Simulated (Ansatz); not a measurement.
HfN (rock salt)

```xyz
2
Lattice="0.0000 2.2740 2.2740 2.2740 0.0000 2.2740 2.2740 2.2740 0.0000" Properties=species:S:1:pos:R:3 pbc="T T T"
N      0.0000     0.0000     0.0000
Hf     2.2740     2.2740     2.2740
```

In this cell atom 1 (N, nearest neighbour Hf at 2.274 Å; its periodic images, 3.2 Å or more away, move with it) is moved by s along Cartesian x, unit vector (1.000, 0.000, 0.000); all other atoms and the cell stay fixed.

Level of theory: PBE (plane waves to 420 eV, PAW, scalar-relativistic; Ansatz, a program for electronic structure). k mesh 14×14×14 (Γ-centred), Fermi-Dirac smearing 0.05 eV. The energy includes the smearing's −TS. Left out: 2 of 11 points, with atoms too close for the PAW data. With partly filled bands, energies and forces of such displacements shift with the k mesh and the smearing. HfN is run without spin polarisation. HfN was relaxed with its symmetry unable to fall. Spin-orbit coupling is left out, though Hf is heavy. The PAW data are Ansatz's earlier set. The zero of ΔE is the undisplaced structure.

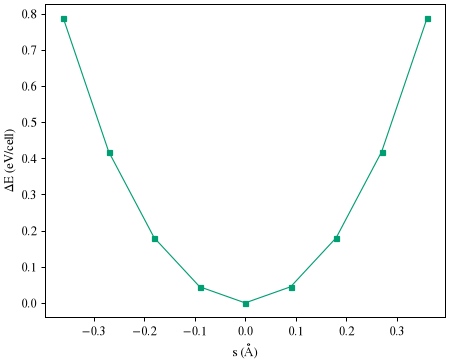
ΔE (eV/cell) against s (Å); one marker a computed point.

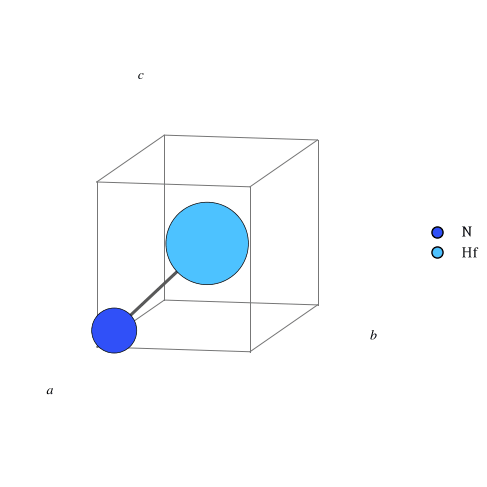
*The cell of the calculation at s = 0.360 Å.*

The force constant k = d²E/ds² at s = 0 (finite differences) is 10.9 eV/Å². The energy at s = 0.360 Å is 788 meV/cell. The zone-centre optical wavenumber from k is 477 cm⁻¹. Shape of the curve: a single well with its minimum at or next to zero displacement. Symmetry of the curve: even: the same for both signs.

The forces along the line at the two nearest points give (0.990 − (-0.990)) / (2·0.090) = 11.00 eV/Å²; the next pair corrects for the finite step.

(A displaced cell: forces are minus the slopes of the energy, force constants its curvatures, and phonons follow from these.)
